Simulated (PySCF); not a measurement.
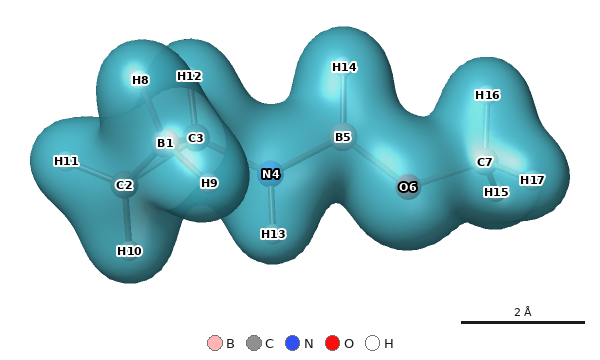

Figure 1: C₃H₁₀B₂NO (doublet). Isosurface of the electron density at 0.2 e/Å³ (cyan), seen at a tilt.

Geometry: GFN2-xTB.

These are results of UKS B3LYP, pcH-1 on B C H N O, non-relativistic, mean-field spin-orbit, GIAO in PySCF, not measurements.

Input

```
{"job": {"kind": "epr", "basis": "pcH-1"}, "charge": 0, "multiplicity": 2}
B      2.443025     1.180092    -0.105433
C      2.653393    -0.340919    -0.579799
C      1.444089    -0.275437     0.233224
N      0.181244    -0.259623    -0.314881
B     -1.067208    -0.269234     0.351113
O     -2.153379    -0.179517    -0.443952
C     -3.472348    -0.205758     0.031172
H      2.998393     1.579415     0.847673
H      1.947458     1.937146    -0.854371
H      2.499470    -0.574480    -1.625771
H      3.471840    -0.895714    -0.142514
H      1.470143    -0.535151     1.280694
H      0.177784    -0.140649    -1.319970
H     -1.120070    -0.368911     1.523389
H     -3.958496    -1.122626    -0.314320
H     -3.513924    -0.169890     1.122954
H     -4.008411     0.653285    -0.379771
```

Run with:

```sh
OMP_NUM_THREADS=1 python probes_run.py task.json out
```

Question: Which contacts does the surface bridge?

Answer: At this value the surface is in one piece. It bridges the sampled B–O (1.35 Å), C–N (1.38 Å), C–O (1.40 Å) and B–N (1.42 Å) contacts, where the density stays above the isovalue. On the grid the lowest density along these lines, outside the cores, is 1.7 e/Å³ (B–O, 1.35 Å), 2.1 e/Å³ (C–N, 1.38 Å), 1.7 e/Å³ (C–O, 1.40 Å) and 1.5 e/Å³ (B–N, 1.42 Å).
